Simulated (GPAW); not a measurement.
**Run report: GeH4SO, spin states calculation (part 1 of 3)**

The run: spin states calculation of GeH4SO, SMILES [OH][GeH2][SH]. Method and program: PBEsol/dz(dzp), scalar-relativistic datasets (GPAW 26.7.0).

The geometry comes from this level: GFN2-xTB.

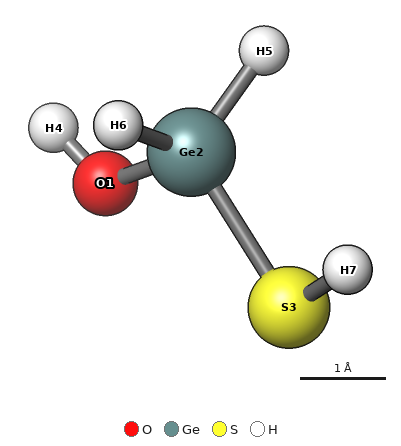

*The structure (ball-and-stick view, seen at a tilt; atoms are numbered from 1 in the order of the input). Sticks mark near contacts.*

The input (molecule_spin.py)
```python
from ase.io import read
from gpaw import GPAW, setup_paths
from gpaw.atom.configurations import parameters
from gpaw.atom.generator import Generator

# Geometry
system = read("molecule.xyz")
system.center(vacuum=5.0)

# Generate the setups first
for symbol in ["Ge", "H", "O", "S"]:
    Generator(symbol, xcname="PBEsol", scalarrel=True, nofiles=True, txt=None).run(**parameters[symbol])
setup_paths.insert(0, ".")

energies = {}
for name, charge, unpaired in [("singlet", 0, 0), ("triplet", 0, 2)]:
    system.set_initial_magnetic_moments([unpaired / len(system)] * len(system))
    dft = GPAW(mode="lcao",
               occupations={"name": "fermi-dirac", "width": 0.01, "fixmagmom": unpaired > 0},
               xc="PBEsol",
               symmetry="off",
               maxiter=100,
               h=0.3,
               basis="dz(dzp)",
               charge=charge,
               convergence={"density": 0.01, "eigenstates": 0.0001, "energy": 0.01},
               txt="-")
    system.calc = dft
    energies[name] = system.get_potential_energy()
    print(f'{name:10} {energies[name]:12.5f} eV')

lowest = min(energies, key=energies.get)
for name, e in energies.items():
    print(f'{name:10} {e - energies[lowest]:8.3f} eV above the lowest')
```

File molecule.xyz
```
7

O     -1.523940    -0.657010    -0.024210
Ge    -0.046870     0.252320    -0.102360
S      1.421980    -1.165360     0.682530
H     -2.334200    -0.248360    -0.317750
H      0.219130     0.647510    -1.544690
H     -0.184780     1.501920     0.750120
H      2.448680    -0.331030     0.556350
```

Run on 1 thread of Arm Neoverse N1, 24 GiB of memory available, shared host.

Launched with:
```bash
python3 molecule_spin.py
```

Output
```
__  _  _
 | _ |_)|_||  |
 |__||  | ||/\| - 26.7.0

units:  Angstrom and eV
cores:  1
OpenMP: False

Versions:
  Python: 3.12.14
  ASE:    3.29.0
  Numpy:  2.5.5
  Scipy:  1.18.1
  Libxc:  7.0.0

        _gpaw.cpython-312-aarch64-linux-gnu.so

Input parameters:
  mode=LCAO(),
  basis={'default': 'dz(dzp)'},
  charge=0.0,
  convergence={'density': 0.01, 'eigenstates': 0.0001, 'energy': 0.01},
  h=0.3,
  maxiter=100,
  occupations=Occupations(name='fermi-dirac', width=0.01, fixmagmom=False),
  symmetry=Symmetry(point_group=False, time_reversal=False),
  xc=XC(name='PBEsol')
         .-----------------------------------.
        /|                                   |
       / |                                   |
      /  |                                   |
     /   |                                   |
    /    |                                   |
   /     |                                   |
  /      |                                   |
 *       |                                   |
 |       |             H                     |
 |       |                                   |
 |       |             GeS   H               |
 |       |       H O                         |
 |       |              H                    |
 |       |                                   |
 |       .-----------------------------------.
 |      /                                   /
 |     /                                   /
 |    /                                   /
 |   /                                   /
 |  /                                   /
 | /                                   /
 |/                                   /
 *-----------------------------------*

Atoms  # Å, Bohr magnetons
|   | symbol |        x |        y |        z |    initial magnetic moments |
|---|--------|----------|----------|----------|-----------------------------|
| 0 |      O | 5.810260 | 5.508350 | 6.520480 | ( 0.0000,  0.0000,  0.0000) |
| 1 |     Ge | 7.287330 | 6.417680 | 6.442330 | ( 0.0000,  0.0000,  0.0000) |
| 2 |      S | 8.756180 | 5.000000 | 7.227220 | ( 0.0000,  0.0000,  0.0000) |
| 3 |      H | 5.000000 | 5.917000 | 6.226940 | ( 0.0000,  0.0000,  0.0000) |
| 4 |      H | 7.553330 | 6.812870 | 5.000000 | ( 0.0000,  0.0000,  0.0000) |
| 5 |      H | 7.149420 | 7.667280 | 7.294810 | ( 0.0000,  0.0000,  0.0000) |
| 6 |      H | 9.782880 | 5.834330 | 7.101040 | ( 0.0000,  0.0000,  0.0000) |

Unit cell  # Å
| periodic |         x |         y |         z |   lengths |    angles |
|----------|-----------|-----------|-----------|-----------|-----------|
|       no | 14.782880 |  0.000000 |  0.000000 | 14.782880 | 90.000000 |
|       no |  0.000000 | 12.667280 |  0.000000 | 12.667280 | 90.000000 |
|       no |  0.000000 |  0.000000 | 12.294810 | 12.294810 | 90.000000 |

Number of symmetries: 1
Symmetry operations  # r_c * U_cc + t_c -> r_c
|   | kind |            matrix            |
|---|------|------------------------------|
| 0 |  E   |  1, 0, 0,  0, 1, 0,  0, 0, 1 |

BZ-sampling:
  Number of BZ points: 1
  Number of IBZ points: 1

  Monkhorst-Pack size: [1, 1, 1]
  Monkhorst-Pack shift: [0, 0, 0]

K-points  # in reciprocal-cell coordinates
|   |                                coordinates |     weight |
|---|--------------------------------------------|------------|
| 0 | (  0.00000000,   0.00000000,   0.00000000) | 1.00000000 |

basis functions: 32
Spin-components: 1 (collinear spins)
Bands:           16
Projectors:      27
Spin-degeneracy: 2
Datatype:        <class 'float'>

  Storage: CPU
  Wave functions: 4_096 bytes (4_096 per core)

Parallelization:
  kpt:    1
  domain: 1
  band:   1

Density:
  Valence electrons: 20.0
  Components: 1
  Grid points: [48 44 40]
  Charge: 0.0  # |e|

Potential:
  Grid points: [48 44 40]

species:
  O:
    name:    Oxygen
    Z:       8.0
    valence: 6
    core:    2
    charge:  0.0  # [|e|]
    file:    O.PBEsol
    compensation charges:
      type: gauss
      rc: 0.21  # [Å]
      lmax: 2
    cutoffs:
      filter: 1.17  # [Å]
      core: 0.83  # [Å]
    projectors
    | kind |    occ | energy [eV] | rcut [Å] |
    |------|--------|-------------|----------|
    |   2s |  2.000 |     -23.808 |    0.688 |
    |   2p |  4.000 |      -8.972 |    0.598 |
    |    s |        |       3.404 |    0.688 |
    |    p |        |      18.239 |    0.598 |
    |    d |        |       0.000 |    0.619 |

    LCAO basis set for O:
      Name: dz(dzp)
      File: O.dzp.basis.gz
      Number of radial functions: 4
      Number of spherical harmonics: 8
        l=0, rc=4.3438 Bohr: 2s-sz confined orbital
        l=1, rc=5.3906 Bohr: 2p-sz confined orbital
        l=0, rc=2.2969 Bohr: 2s-dz split-valence wave
        l=1, rc=2.8906 Bohr: 2p-dz split-valence wave
      Number of RI-basis functions 0

  Ge:
    name:    Germanium
    Z:       32.0
    valence: 4
    core:    28
    charge:  0.0  # [|e|]
    file:    Ge.PBEsol
    compensation charges:
      type: gauss
      rc: 0.32  # [Å]
      lmax: 2
    cutoffs:
      filter: 1.77  # [Å]
      core: 3.42  # [Å]
    projectors
    | kind |    occ | energy [eV] | rcut [Å] |
    |------|--------|-------------|----------|
    |   4s |  2.000 |     -11.738 |    1.005 |
    |   4p |  2.000 |      -3.898 |    1.005 |
    |    s |        |      15.473 |    1.005 |
    |    p |        |      23.314 |    1.005 |
    |    d |        |       0.000 |    1.005 |

    LCAO basis set for Ge:
      Name: dz(dzp)
      File: Ge.dzp.basis.gz
      Number of radial functions: 4
      Number of spherical harmonics: 8
        l=0, rc=6.6406 Bohr: 4s-sz confined orbital
        l=1, rc=8.9688 Bohr: 4p-sz confined orbital
        l=0, rc=3.7500 Bohr: 4s-dz split-valence wave
        l=1, rc=5.3281 Bohr: 4p-dz split-valence wave
      Number of RI-basis functions 0

  S:
    name:    Sulfur
    Z:       16.0
    valence: 6
    core:    10
    charge:  0.0  # [|e|]
    file:    S.PBEsol
    compensation charges:
      type: gauss
      rc: 0.24  # [Å]
      lmax: 2
    cutoffs:
      filter: 1.77  # [Å]
      core: 1.66  # [Å]
    projectors
    | kind |    occ | energy [eV] | rcut [Å] |
    |------|--------|-------------|----------|
    |   3s |  2.000 |     -17.192 |    0.974 |
    |   3p |  4.000 |      -6.978 |    0.979 |
    |    s |        |      10.020 |    0.974 |
    |    p |        |      20.234 |    0.979 |
    |    d |        |       0.000 |    0.900 |

    LCAO basis set for S:
      Name: dz(dzp)
      File: S.dzp.basis.gz
      Number of radial functions: 4
      Number of spherical harmonics: 8
        l=0, rc=5.5156 Bohr: 3s-sz confined orbital
        l=1, rc=6.9375 Bohr: 3p-sz confined orbital
        l=0, rc=3.0469 Bohr: 3s-dz split-valence wave
        l=1, rc=3.9375 Bohr: 3p-dz split-valence wave
      Number of RI-basis functions 0

  H:
    name:    Hydrogen
    Z:       1.0
    valence: 1
    core:    0
    charge:  0.0  # [|e|]
    file:    H.PBEsol
    compensation charges:
      type: gauss
      rc: 0.15  # [Å]
      lmax: 2
    cutoffs:
      filter: 0.85  # [Å]
      core: 0.53  # [Å]
    projectors
    | kind |    occ | energy [eV] | rcut [Å] |
    |------|--------|-------------|----------|
    |   1s |  1.000 |      -6.334 |    0.476 |
    |    s |        |      20.878 |    0.476 |
    |    p |        |       0.000 |    0.476 |

    LCAO basis set for H:
      Name: dz(dzp)
      File: H.dzp.basis.gz
      Number of radial functions: 2
      Number of spherical harmonics: 2
        l=0, rc=6.4219 Bohr: 1s-sz confined orbital
        l=0, rc=3.6094 Bohr: 1s-dz split-valence wave
      Number of RI-basis functions 0

Reference energy: -69978.903856  # eV

eigensolver:
  <gpaw.new.lcao.eigensolver.LCAOEigensolver object at 0xff868d982810>
density mixing:
  MSR1-Mixer
  Pratt-step length: 0.05
  Maximum mixing coefficient: 0.75
  Old densities: 10
  SVD Regularization: 0.005
  Good broyden scale: 1.0
  Trust region scale: 1.0
  Backstep threshold: 4.0
  History deletion threshold: 6.0
  Fourier metric: weight=20.0, sigma=0.015

occupation numbers:
  Fermi-Dirac:
    width: 0.0100  # eV

FastPoissonSolver using
    Stencil: 6*3+1=19 point O(h^6) finite-difference Laplacian
    FFT axes: []
    FST axes: [np.int64(2), np.int64(1), np.int64(0)]

xc functional:
  name: PBEsol with 2 nearest neighbor stencil
interpolation: tri-quintic # 5. degree polynomial

         .-----------------------------------.
        /|                                   |
       / |                                   |
      /  |                                   |
     /   |                                   |
    /    |                                   |
   /     |                                   |
  /      |                                   |
 *       |                                   |
 |       |             H                     |
 |       |                                   |
 |       |             GeS   H               |
 |       |       H O                         |
 |       |              H                    |
 |       |                                   |
 |       .-----------------------------------.
 |      /                                   /
 |     /                                   /
 |    /                                   /
 |   /                                   /
 |  /                                   /
 | /                                   /
 |/                                   /
 *-----------------------------------*

Atoms  # Å, Bohr magnetons
|   | symbol |        x |        y |        z |    initial magnetic moments |
|---|--------|----------|----------|----------|-----------------------------|
| 0 |      O | 5.810260 | 5.508350 | 6.520480 | ( 0.0000,  0.0000,  0.0000) |
| 1 |     Ge | 7.287330 | 6.417680 | 6.442330 | ( 0.0000,  0.0000,  0.0000) |
| 2 |      S | 8.756180 | 5.000000 | 7.227220 | ( 0.0000,  0.0000,  0.0000) |
| 3 |      H | 5.000000 | 5.917000 | 6.226940 | ( 0.0000,  0.0000,  0.0000) |
| 4 |      H | 7.553330 | 6.812870 | 5.000000 | ( 0.0000,  0.0000,  0.0000) |
| 5 |      H | 7.149420 | 7.667280 | 7.294810 | ( 0.0000,  0.0000,  0.0000) |
| 6 |      H | 9.782880 | 5.834330 | 7.101040 | ( 0.0000,  0.0000,  0.0000) |

Unit cell  # Å
| periodic |         x |         y |         z |   lengths |    angles |
|----------|-----------|-----------|-----------|-----------|-----------|
|       no | 14.782880 |  0.000000 |  0.000000 | 14.782880 | 90.000000 |
|       no |  0.000000 | 12.667280 |  0.000000 | 12.667280 | 90.000000 |
|       no |  0.000000 |  0.000000 | 12.294810 | 12.294810 | 90.000000 |

Number of symmetries: 1
Symmetry operations  # r_c * U_cc + t_c -> r_c
|   | kind |            matrix            |
|---|------|------------------------------|
| 0 |  E   |  1, 0, 0,  0, 1, 0,  0, 0, 1 |

BZ-sampling:
  Number of BZ points: 1
  Number of IBZ points: 1

  Monkhorst-Pack size: [1, 1, 1]
  Monkhorst-Pack shift: [0, 0, 0]

K-points  # in reciprocal-cell coordinates
|   |                                coordinates |     weight |
|---|--------------------------------------------|------------|
| 0 | (  0.00000000,   0.00000000,   0.00000000) | 1.00000000 |

basis functions: 32
Spin-components: 1 (collinear spins)
Bands:           16
Projectors:      27
Spin-degeneracy: 2
Datatype:        <class 'float'>

  Storage: CPU
  Wave functions: 4_096 bytes (4_096 per core)

Parallelization:
  kpt:    1
  domain: 1
  band:   1

Density:
  Valence electrons: 20.0
  Components: 1
  Grid points: [48 44 40]
  Charge: 0.0  # |e|

Potential:
  Grid points: [48 44 40]

species:
  O:
    name:    Oxygen
    Z:       8.0
    valence: 6
    core:    2
    charge:  0.0  # [|e|]
    file:    O.PBEsol
    compensation charges:
      type: gauss
      rc: 0.21  # [Å]
      lmax: 2
    cutoffs:
      filter: 1.17  # [Å]
      core: 0.83  # [Å]
    projectors
    | kind |    occ | energy [eV] | rcut [Å] |
    |------|--------|-------------|----------|
    |   2s |  2.000 |     -23.808 |    0.688 |
    |   2p |  4.000 |      -8.972 |    0.598 |
    |    s |        |       3.404 |    0.688 |
    |    p |        |      18.239 |    0.598 |
    |    d |        |       0.000 |    0.619 |

    LCAO basis set for O:
      Name: dz(dzp)
      File: O.dzp.basis.gz
      Number of radial functions: 4
      Number of spherical harmonics: 8
        l=0, rc=4.3438 Bohr: 2s-sz confined orbital
        l=1, rc=5.3906 Bohr: 2p-sz confined orbital
        l=0, rc=2.2969 Bohr: 2s-dz split-valence wave
        l=1, rc=2.8906 Bohr: 2p-dz split-valence wave
      Number of RI-basis functions 0

  Ge:
    name:    Germanium
    Z:       32.0
    valence: 4
    core:    28
    charge:  0.0  # [|e|]
    file:    Ge.PBEsol
    compensation charges:
      type: gauss
      rc: 0.32  # [Å]
      lmax: 2
    cutoffs:
      filter: 1.77  # [Å]
      core: 3.42  # [Å]
    projectors
    | kind |    occ | energy [eV] | rcut [Å] |
    |------|--------|-------------|----------|
    |   4s |  2.000 |     -11.738 |    1.005 |
    |   4p |  2.000 |      -3.898 |    1.005 |
    |    s |        |      15.473 |    1.005 |
    |    p |        |      23.314 |    1.005 |
    |    d |        |       0.000 |    1.005 |

    LCAO basis set for Ge:
      Name: dz(dzp)
      File: Ge.dzp.basis.gz
      Number of radial functions: 4
      Number of spherical harmonics: 8
        l=0, rc=6.6406 Bohr: 4s-sz confined orbital
        l=1, rc=8.9688 Bohr: 4p-sz confined orbital
        l=0, rc=3.7500 Bohr: 4s-dz split-valence wave
        l=1, rc=5.3281 Bohr: 4p-dz split-valence wave
      Number of RI-basis functions 0

  S:
    name:    Sulfur
    Z:       16.0
    valence: 6
    core:    10
    charge:  0.0  # [|e|]
    file:    S.PBEsol
    compensation charges:
      type: gauss
      rc: 0.24  # [Å]
      lmax: 2
    cutoffs:
      filter: 1.77  # [Å]
      core: 1.66  # [Å]
    projectors
    | kind |    occ | energy [eV] | rcut [Å] |
    |------|--------|-------------|----------|
    |   3s |  2.000 |     -17.192 |    0.974 |
    |   3p |  4.000 |      -6.978 |    0.979 |
    |    s |        |      10.020 |    0.974 |
    |    p |        |      20.234 |    0.979 |
    |    d |        |       0.000 |    0.900 |

    LCAO basis set for S:
      Name: dz(dzp)
      File: S.dzp.basis.gz
      Number of radial functions: 4
      Number of spherical harmonics: 8
        l=0, rc=5.5156 Bohr: 3s-sz confined orbital
        l=1, rc=6.9375 Bohr: 3p-sz confined orbital
        l=0, rc=3.0469 Bohr: 3s-dz split-valence wave
        l=1, rc=3.9375 Bohr: 3p-dz split-valence wave
      Number of RI-basis functions 0

  H:
    name:    Hydrogen
    Z:       1.0
    valence: 1
    core:    0
    charge:  0.0  # [|e|]
    file:    H.PBEsol
    compensation charges:
      type: gauss
      rc: 0.15  # [Å]
      lmax: 2
    cutoffs:
      filter: 0.85  # [Å]
      core: 0.53  # [Å]
    projectors
    | kind |    occ | energy [eV] | rcut [Å] |
    |------|--------|-------------|----------|
    |   1s |  1.000 |      -6.334 |    0.476 |
    |    s |        |      20.878 |    0.476 |
    |    p |        |       0.000 |    0.476 |

    LCAO basis set for H:
      Name: dz(dzp)
      File: H.dzp.basis.gz
      Number of radial functions: 2
      Number of spherical harmonics: 2
        l=0, rc=6.4219 Bohr: 1s-sz confined orbital
        l=0, rc=3.6094 Bohr: 1s-dz split-valence wave
      Number of RI-basis functions 0

Reference energy: -69978.903856  # eV

eigensolver:
  <gpaw.new.lcao.eigensolver.LCAOEigensolver object at 0xff868d8a1f40>
density mixing:
  MSR1-Mixer
  Pratt-step length: 0.05
  Maximum mixing coefficient: 0.75
  Old densities: 10
  SVD Regularization: 0.005
  Good broyden scale: 1.0
  Trust region scale: 1.0
  Backstep threshold: 4.0
  History deletion threshold: 6.0
  Fourier metric: weight=20.0, sigma=0.015

occupation numbers:
  Fermi-Dirac:
    width: 0.0100  # eV

FastPoissonSolver using
    Stencil: 6*3+1=19 point O(h^6) finite-difference Laplacian
    FFT axes: []
    FST axes: [np.int64(2), np.int64(1), np.int64(0)]

xc functional:
  name: PBEsol with 2 nearest neighbor stencil
interpolation: tri-quintic # 5. degree polynomial

Initialization done in: 2.957 s

convergence criteria:
- Maximum integral of absolute [dens]ity change: 0.01 electrons / valence electron
- Maximum integral of absolute [eigenst]ate change: 0.0001 eV^2 / valence electron
- Maximum [total energy] change in last 3 cyles: 0.01 eV / valence electron
maximum number of iterations: 100

SCF iterations
|iter     |     time |      energy | eigst |  dens |
|---------|----------|-------------|-------|-------|
|iter:   1| 00:00:03 |  -26.648593 |      c|       |
|iter:   2| 00:00:03 |  -26.217604 |      c| -0.77 |
|iter:   3| 00:00:04 |  -24.563705 |      c| -0.81 |
|iter:   4| 00:00:04 |  -24.493925 |      c| -1.33 |
|iter:   5| 00:00:04 |  -24.474629c|      c| -1.71 |
|iter:   6| 00:00:05 |  -24.474210c|      c| -2.44c|

Converged in 6 steps
SCF loop duration: 2.268 s (0.378 s/step)
Energy contributions relative to reference atoms: (reference = -69978.903856)
```
